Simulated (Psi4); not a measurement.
# Run report: InH₂O, single-point calculation (part 2 of 2)

The same run, continued: InH₂O, multiplicity 2; OMP2/def2-TZVP, UHF, core potentials def2 (Psi4 1.11). The geometry comes from this level: PBE0-D4/def2-TZVP.

Geometry of the input (Å):
```
O  -0.2984  -1.0206  0.2950
In 0.5639  0.7466  -0.0885
H  0.2368  -1.6294  0.8091
H  -0.4467  1.8430  -1.0360
```

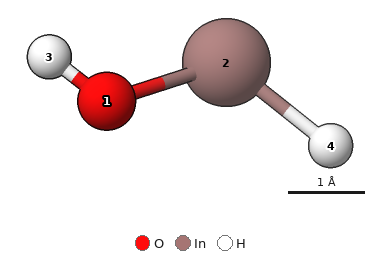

*The structure (ball-and-stick view, seen at a tilt; atoms are numbered from 1 in the order of the input). Sticks mark near contacts.*

## What the program printed, continued
```
  LS_THC_SPHERICAL_POINTS       => (empty)
  LS_THC_S_EPSILON              => (empty)
  LS_THC_WEIGHTS_TOLERANCE      => (empty)
  MAT_NUM_COLUMN_PRINT          => (empty)
  MAX_MOGRAD_CONVERGENCE        => (empty)
  MAX_RADIAL_MOMENT             => (empty)
  MBIS_D_CONVERGENCE            => (empty)
  MBIS_MAXITER                  => (empty)
  MBIS_PRUNING_SCHEME           => (empty)
  MBIS_RADIAL_POINTS            => (empty)
  MBIS_SPHERICAL_POINTS         => (empty)
  MOLDEN_WITH_VIRTUAL           => (empty)
  MOLDEN_WRITE                  => (empty)
  MO_DIIS_NUM_VECS              => (empty)
  MO_MAXITER                    => (empty)
  MO_STEP_MAX                   => (empty)
  MP2_AMP_TYPE                  => (empty)
  MP2_OS_SCALE                  => (empty)
  MP2_SOS_SCALE                 => (empty)
  MP2_SOS_SCALE2                => (empty)
  MP2_SS_SCALE                  => (empty)
  MP2_TYPE                      => (empty)
  MP_TYPE                       => (empty)
  NAT_ORBS                      => FALSE           !
  NUM_FROZEN_DOCC               => 5               !
  NUM_FROZEN_UOCC               => (empty)
  NUM_GPUS                      => (empty)
  OCC_ORBS_PRINT                => (empty)
  OEPROP                        => (empty)
  OO_SCALE                      => (empty)
  OPT_METHOD                    => (empty)
  ORBITAL_OPTIMIZER_PACKAGE     => (empty)
  ORB_OPT                       => TRUE            !
  ORB_RESP_SOLVER               => (empty)
  ORTH_TYPE                     => (empty)
  PARENT_SYMMETRY               => (empty)
  PCG_BETA_TYPE                 => (empty)
  PCG_CONVERGENCE               => (empty)
  PCG_MAXITER                   => (empty)
  PCM                           => (empty)
  PE                            => (empty)
  PPL_TYPE                      => (empty)
  PRINT                         => (empty)
  PRINT_NOONS                   => (empty)
  PROPERTIES                    => (empty)
  PROPERTIES_ORIGIN             => (empty)
  PUREAM                        => TRUE            !
  QCHF                          => (empty)
  QC_MODULE                     => (empty)
  RAS1                          => (empty)
  RAS2                          => (empty)
  RAS3                          => (empty)
  RAS4                          => (empty)
  READ_SCF_3INDEX               => (empty)
  REGULARIZATION                => (empty)
  REG_PARAM                     => (empty)
  RELATIVISTIC                  => (empty)
  REMP_A                        => (empty)
  RESTRICTED_DOCC               => (empty)
  RESTRICTED_UOCC               => (empty)
  RMS_MOGRAD_CONVERGENCE        => (empty)
  R_CONVERGENCE                 => (empty)
  SCF_TYPE                      => PK              !
  SCREENING                     => (empty)
  SCS_TYPE                      => (empty)
  SOCC                          => (empty)
  SOS_TYPE                      => (empty)
  TRIPLES_IABC_TYPE             => (empty)
  WFN                           => (empty)
  WFN_TYPE                      => DF-OMP2         !
  WRITER_FILE_LABEL             => (empty)
  ZORA_BASIS_TOLERANCE          => (empty)
  ZORA_NR_DEBUG                 => (empty)
  ZORA_PRUNING_SCHEME           => (empty)
  ZORA_RADIAL_POINTS            => (empty)
  ZORA_SPHERICAL_POINTS         => (empty)

	Warning: cc_lambda option is changed to TRUE
	For this residual convergence, default PCG convergence is:     1.00e-07
	For this energy convergence, default RMS orbital gradient is:     3.16e-07
	For this energy convergence, default MAX orbital gradient is:     2.00e-06

 ==============================================================================
 ==============================================================================
 ==============================================================================

                      DF-OMP2 (DF-OO-MP2)

 ==============================================================================
 ==============================================================================
 ==============================================================================

	MO Hessian type is changed to 'APPROX_DIAG'
	MO spaces...

	 FC   AOCC   BOCC  AVIR   BVIR   FV
	------------------------------------------
	  5    11    10    77     78     0
	Number of basis functions in the DF-HF basis: 331
	Number of basis functions in the DF-CC basis: 290

	Minimum required memory for amplitudes:     16.42 MB

	Computing DF-MP2 energy using SCF MOs (Canonical DF-MP2)...
	=======================================================================
	Nuclear Repulsion Energy (a.u.)    :    60.88702774539260
	DF-HF Energy (a.u.)                :  -265.25560903044516
	REF Energy (a.u.)                  :  -265.25560903044516
	Alpha-Alpha Contribution (a.u.)    :    -0.08034986594041
	Alpha-Beta Contribution (a.u.)     :    -0.35637461254692
	Beta-Beta Contribution (a.u.)      :    -0.07363847048513
	Scaled_SS Correlation Energy (a.u.):    -0.05132944547518
	Scaled_OS Correlation Energy (a.u.):    -0.42764953505630
	DF-SCS-MP2 Total Energy (a.u.)     :  -265.73458801097661
	DF-SOS-MP2 Total Energy (a.u.)     :  -265.71889602675617
	DF-SCS(N)-MP2 Total Energy (a.u.)  :  -265.52662850255410
	DF-MP2 Correlation Energy (a.u.)   :    -0.51036294897246
	DF-MP2 Total Energy (a.u.)         :  -265.76597197941760
	=======================================================================

	Number of alpha independent-pairs:1287
	Number of beta independent-pairs :1220

 ==============================================================================
 ================ Performing DF-OMP2 iterations... ============================
 ==============================================================================
	            Minimizing DF-MP2-L Functional
	            ------------------------------
 Iter       E_total           DE           RMS MO Grad      MAX MO Grad      RMS T2
 ----    ---------------    ----------     -----------      -----------     ----------
	successfully fired up coupled DIIS...
   1     -265.7767557136     -1.07e-02       1.70e-03         2.19e-02        2.38e-05
   2     -265.7787474925     -1.99e-03       8.08e-04         1.55e-02        1.11e-05
   3     -265.7795211801     -7.74e-04       6.04e-04         8.29e-03        7.08e-06
   4     -265.7800348832     -5.14e-04       3.97e-04         6.30e-03        6.25e-06
   5     -265.7802443623     -2.09e-04       3.17e-04         5.43e-03        2.88e-06
   6     -265.7804606221     -2.16e-04       2.30e-04         3.94e-03        2.94e-06
   7     -265.7805834101     -1.23e-04       1.66e-04         2.76e-03        1.55e-06
   8     -265.7806390082     -5.56e-05       1.27e-04         2.06e-03        1.22e-06
   9     -265.7806856654     -4.67e-05       8.31e-05         1.33e-03        1.20e-06
  10     -265.7807005286     -1.49e-05       6.32e-05         1.19e-03        5.82e-07
  11     -265.7807094560     -8.93e-06       5.07e-05         1.03e-03        3.87e-07
  12     -265.7807138250     -4.37e-06       4.16e-05         9.15e-04        2.70e-07
  13     -265.7807180403     -4.22e-06       3.21e-05         7.54e-04        2.19e-07
  14     -265.7807209000     -2.86e-06       2.42e-05         5.91e-04        2.14e-07
  15     -265.7807224230     -1.52e-06       1.95e-05         4.62e-04        1.64e-07
  16     -265.7807233479     -9.25e-07       1.61e-05         3.45e-04        1.43e-07
  17     -265.7807238597     -5.12e-07       1.40e-05         2.77e-04        9.89e-08
  18     -265.7807242422     -3.82e-07       1.22e-05         2.28e-04        6.96e-08
  19     -265.7807245364     -2.94e-07       1.06e-05         1.90e-04        4.68e-08
  20     -265.7807248227     -2.86e-07       8.27e-06         1.53e-04        5.55e-08
  21     -265.7807250682     -2.46e-07       6.02e-06         1.12e-04        7.24e-08
  22     -265.7807251699     -1.02e-07       4.75e-06         9.22e-05        4.79e-08
  23     -265.7807252245     -5.46e-08       3.80e-06         7.74e-05        3.10e-08
  24     -265.7807252624     -3.79e-08       2.93e-06         6.63e-05        2.62e-08
  25     -265.7807252880     -2.56e-08       2.23e-06         5.75e-05        2.28e-08
  26     -265.7807253012     -1.32e-08       1.90e-06         5.05e-05        1.47e-08
  27     -265.7807253076     -6.34e-09       1.72e-06         4.69e-05        9.55e-09
  28     -265.7807253142     -6.57e-09       1.50e-06         4.21e-05        8.75e-09
  29     -265.7807253218     -7.67e-09       1.27e-06         3.62e-05        1.05e-08
  30     -265.7807253272     -5.41e-09       1.07e-06         3.09e-05        8.27e-09
  31     -265.7807253313     -4.04e-09       9.05e-07         2.58e-05        7.09e-09
  32     -265.7807253340     -2.71e-09       7.78e-07         2.16e-05        6.53e-09
  33     -265.7807253363     -2.29e-09       6.70e-07         1.73e-05        6.49e-09
  34     -265.7807253381     -1.84e-09       5.34e-07         1.29e-05        5.92e-09
  35     -265.7807253392     -1.11e-09       4.08e-07         9.35e-06        4.40e-09
  36     -265.7807253399     -6.64e-10       3.07e-07         6.50e-06        3.34e-09
  37     -265.7807253402     -3.63e-10       2.50e-07         4.44e-06        2.93e-09
  38     -265.7807253404     -1.48e-10       1.83e-07         3.54e-06        2.30e-09
  39     -265.7807253405     -8.69e-11       1.48e-07         2.89e-06        1.65e-09
  40     -265.7807253405     -5.44e-11       1.23e-07         2.47e-06        1.05e-09
  41     -265.7807253406     -4.18e-11       1.10e-07         2.10e-06        7.51e-10
  42     -265.7807253406     -3.03e-11       8.86e-08         1.79e-06        7.87e-10
  43     -265.7807253406     -1.52e-11       7.77e-08         1.63e-06        6.78e-10
  44     -265.7807253406     -1.19e-11       6.93e-08         1.46e-06        4.11e-10

 ==============================================================================
 ======================== DF-OMP2 ITERATIONS ARE CONVERGED ====================
 ==============================================================================

	Computing MP2 energy using optimized MOs...
	=======================================================================
	Nuclear Repulsion Energy (a.u.)    :    60.88702774539260
	DF-HF Energy (a.u.)                :  -265.25560903044516
	REF Energy (a.u.)                  :  -265.24043053955768
	Alpha-Alpha Contribution (a.u.)    :    -0.08616963027129
	Alpha-Beta Contribution (a.u.)     :    -0.37492258529352
	Beta-Beta Contribution (a.u.)      :    -0.07920258554714
	Scaled_SS Correlation Energy (a.u.):    -0.05512407193948
	Scaled_OS Correlation Energy (a.u.):    -0.44990710235222
	DF-SCS-MP2 Total Energy (a.u.)     :  -265.74546171384935
	DF-SOS-MP2 Total Energy (a.u.)     :  -265.69033764190988
	DF-SCS(N)-MP2 Total Energy (a.u.)  :  -265.53148563939811
	DF-MP2 Correlation Energy (a.u.)   :    -0.52511631022446
	DF-MP2 Total Energy (a.u.)         :  -265.78072534066962
	=======================================================================

	=======================================================================
	================ DF-OMP2 FINAL RESULTS ================================
	=======================================================================
	Nuclear Repulsion Energy (a.u.)    :    60.88702774539260
	DF-HF Energy (a.u.)                :  -265.25560903044516
	REF Energy (a.u.)                  :  -265.24043053955768
	DF-SCS-OMP2 Total Energy (a.u.)    :  -265.74546171384935
	DF-SOS-OMP2 Total Energy (a.u.)    :  -265.69033764190988
	DF-SCS(N)-OMP2 Total Energy (a.u.) :  -265.53148563939811
	DF-OMP2 Correlation Energy (a.u.)  :    -0.52511631018842
	Edfomp2 - Eref (a.u.)              :    -0.54029480107590
	DF-OMP2 Total Energy (a.u.)        :  -265.78072534063358
	=======================================================================

	total time  =         40 seconds =       0.67 minutes
```

## Standard output
```
total energy -265.78072534 hartree = -7232.26191 eV
CURRENT CORRELATION ENERGY                         -0.5251163102
CURRENT ENERGY                                   -265.7807253406
CURRENT REFERENCE ENERGY                         -265.2556090304
DD SOLVATION ENERGY                                 0.0000000000
HF KINETIC ENERGY                                 149.5003562745
HF POTENTIAL ENERGY                              -414.7559653049
HF TOTAL ENERGY                                  -265.2556090304
HF VIRIAL RATIO                                     2.7742807819
MP2 CORRELATION ENERGY                             -0.5103629490
MP2 DOUBLES ENERGY                                 -0.5103629490
MP2 OPPOSITE-SPIN CORRELATION ENERGY               -0.3563746125
MP2 SAME-SPIN CORRELATION ENERGY                   -0.1539883364
MP2 SINGLES ENERGY                                  0.0000000000
MP2 TOTAL ENERGY                                 -265.7659719794
NUCLEAR REPULSION ENERGY                           60.8870277454
OMP2 CORRELATION ENERGY                            -0.5251163102
OMP2 OPPOSITE-SPIN CORRELATION ENERGY              -0.3749225853
OMP2 REFERENCE CORRECTION ENERGY                    0.0151784909
OMP2 SAME-SPIN CORRELATION ENERGY                  -0.1653722158
OMP2 TOTAL ENERGY                                -265.7807253406
ONE-ELECTRON ENERGY                              -561.4717673597
PCM POLARIZATION ENERGY                             0.0000000000
PE ENERGY                                           0.0000000000
SCF ITERATION ENERGY                             -265.2556090304
SCF ITERATIONS                                     15.0000000000
SCF TOTAL ENERGY                                 -265.2556090304
SCS(N)-MP2 CORRELATION ENERGY                      -0.2710194721
SCS(N)-MP2 TOTAL ENERGY                          -265.5266285026
SCS(N)-OMP2 CORRELATION ENERGY                     -0.2758766090
SCS(N)-OMP2 TOTAL ENERGY                         -265.5314856394
SCS-MP2 CORRELATION ENERGY                         -0.4789789805
SCS-MP2 TOTAL ENERGY                             -265.7345880110
SCS-OMP2 CORRELATION ENERGY                        -0.4898526834
SCS-OMP2 TOTAL ENERGY                            -265.7454617138
SOS-MP2 CORRELATION ENERGY                         -0.4632869963
SOS-MP2 TOTAL ENERGY                             -265.7188960268
SOS-OMP2 CORRELATION ENERGY                        -0.4347286115
SOS-OMP2 TOTAL ENERGY                            -265.6903376419
TWO-ELECTRON ENERGY                               235.3291305838
```
